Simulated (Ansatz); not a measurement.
**UHF/STO-3G run of SiH2SF (SMILES F[SiH2][S])**

Aim: the vertical electron affinity of SiH2SF at UHF/STO-3G, from 2 runs. 

Program for the calculation: Ansatz 0.2.0.

**1. The structure to begin with**

The species is SiH2SF (5 atoms), meant as a doublet with charge 0. As SMILES, `F[SiH2][S]`. The coordinates come from a PBE0-D4/def2-TZVP relaxation.

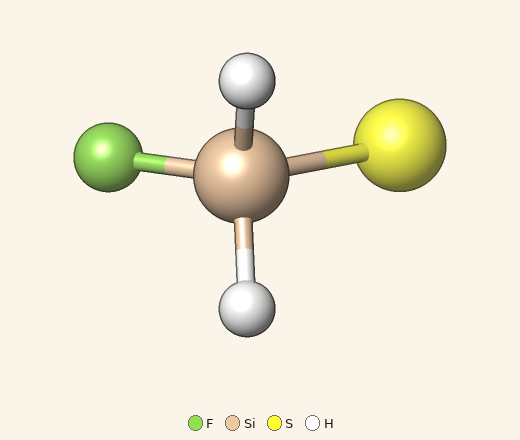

Viewed from a chosen angle; fluorine green, silicon light orange, sulfur yellow, hydrogen white.

**2. A single-point energy at UHF/STO-3G**

The input, job.yaml:

```yaml
crystal:
  periodic: [false, false, false]
  atoms:
    - {symbol: F, position_ang: [-0.324300, -0.023300, 1.585400]}
    - {symbol: Si, position_ang: [0.086000, -0.081000, 0.044500]}
    - {symbol: S, position_ang: [-1.148000, 1.061300, -1.211000]}
    - {symbol: H, position_ang: [-0.023500, -1.493100, -0.391000]}
    - {symbol: H, position_ang: [1.459700, 0.462600, -0.069300]}
basis:
  gaussian: {orbitals: STO-3G}
magnetization: {spin_polarized: true, initial_magnetization: 1}
hamiltonian: {xc: hf}
accuracy: high
```

The run is started by

```sh
$ ansatz run job.yaml --threads 1 --pin off --max-ram 2610MiB --events-out events.jsonl --progress --plain --runs-dir runs
```

The program printed:

```text
Warning: RAYON_NUM_THREADS=1 ignored (pool sized by the plan → 1); use --threads N
Functional definition: HF
  name "HF"
  exchange = exact_x
  correlation = 0
460 factors; integrals over basis functions are off by at most 2.8e-8 eV
mean field evaluation 1: about -21167.8865 eV, gradient 1.5e1 eV
mean field evaluation 2: about -21167.9207 eV, gradient 1.5e1 eV
mean field evaluation 4: about -21170.1744 eV, gradient 9.1e-1 eV
mean field evaluation 8: about -21170.1878 eV, gradient 2.9e-5 eV
mean field evaluation 16: about -21170.1286 eV, gradient 1.9e-1 eV
mean field evaluation 32: about -21170.1321 eV, gradient 1.2e-1 eV
mean field -21170.18780516 eV, -777.9900521708 hartree, gradient 1.7e-8 eV, S^2 0.753341; 2 other end points of the search recorded, 0 dependent functions left out
reference -21170.18780516 eV, -777.9900521708 hartree; 21, 20 occupied and 4, 5 virtual orbitals, 460 factors
Total energy: -21170.18780516 eV, -777.9900521708 hartree
```

Wall time 0.3 s (1 thread of Arm Neoverse V2, shared host).

**3. The singlet anion, same level**

The input, in.yaml:

```yaml
crystal:
  periodic: [false, false, false]
  atoms:
    - {symbol: F, position_ang: [-0.324300, -0.023300, 1.585400]}
    - {symbol: Si, position_ang: [0.086000, -0.081000, 0.044500]}
    - {symbol: S, position_ang: [-1.148000, 1.061300, -1.211000]}
    - {symbol: H, position_ang: [-0.023500, -1.493100, -0.391000]}
    - {symbol: H, position_ang: [1.459700, 0.462600, -0.069300]}
basis:
  gaussian:
    orbitals: STO-3G
accuracy: high
hamiltonian:
  xc: hf
total_charge: -1
```

The run is started by

```sh
$ ansatz run in.yaml --threads 1 --pin off --max-ram 2610MiB --events-out events.jsonl --progress --plain --runs-dir runs
```

The program printed:

```text
Warning: RAYON_NUM_THREADS=1 ignored (pool sized by the plan → 1); use --threads N
Functional definition: HF
  name "HF"
  exchange = exact_x
  correlation = 0
460 factors; integrals over basis functions are off by at most 2.8e-8 eV
mean field evaluation 1: about -21162.2432 eV, gradient 2.5e1 eV
mean field evaluation 2: about -21162.2826 eV, gradient 2.5e1 eV
mean field evaluation 4: about -21165.5755 eV, gradient 1.5e0 eV
mean field evaluation 8: about -21165.5950 eV, gradient 1.5e-5 eV
mean field -21165.59503459 eV, -777.8212709657 hartree, gradient 1.1e-8 eV, S^2 0.000000; 0 other end points of the search recorded, 0 dependent functions left out
reference -21165.59503459 eV, -777.8212709657 hartree; 21, 21 occupied and 4, 4 virtual orbitals, 460 factors
Total energy: -21165.59503459 eV, -777.8212709657 hartree
```

Run time: 0.14 s. Hardware: 1 thread of Arm Neoverse V2, shared host.

**4. Outcome**

Level: UHF/STO-3G.

```
                                         quantity          value
                     doublet SiH2SF: total energy  -777.99005 Eh
                             doublet SiH2SF: ⟨S²⟩          0.753
                      singlet anion: total energy  -777.82127 Eh
vertical electron affinity (to the singlet anion)      -4.593 eV
```

**Reading.** The anion lies 4.59 eV (443 kJ/mol) above the neutral: the electron isn't bound at this level, and such a value depends on the basis. Without diffuse functions anions come out too high. Hartree–Fock misses the correlation that binds many anions. In a minimal basis such a difference can be off by several eV, whatever the method.
